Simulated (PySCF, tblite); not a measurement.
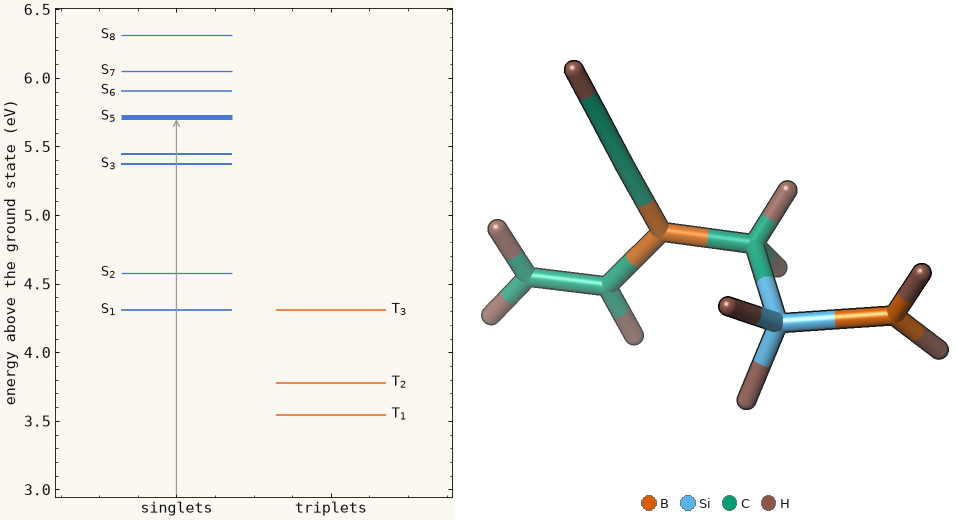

State diagram of C₅H₁₀B₂Si, SMILES B[SiH2]CB(C#C)C=C. Vertical TDDFT excitations, ωB97X-D/def2-SVPD with PySCF 2.14.0, at a GFN2-xTB geometry (a minimum by its frequencies), gas phase. Triplets in the Tamm-Dancoff approximation; only the lowest 8 singlets and 3 triplets were computed. Thicker singlet lines are brighter; the arrow marks the brightest. S0, at zero, lies below the range drawn.

Question: What character does the calculation give T1?

Answer: Mixed, the largest part being HOMO → LUMO (40 %).

Question: What is the vertical gap between S1 and T1?

Answer: 0.76 eV: S1 at 4.31 eV, T1 at 3.55 eV.

Question: What are the energy, strength and character of the state that the arrow marks?

Answer: S5 at 5.72 eV (217 nm), f = 0.377, mixed, the largest part being HOMO−2 → LUMO+1 (24 %).

Caveats: the tight-binding geometry is rougher than a DFT one and adds to the error; one conformer of a flexible molecule; core orbitals are frozen in the response.
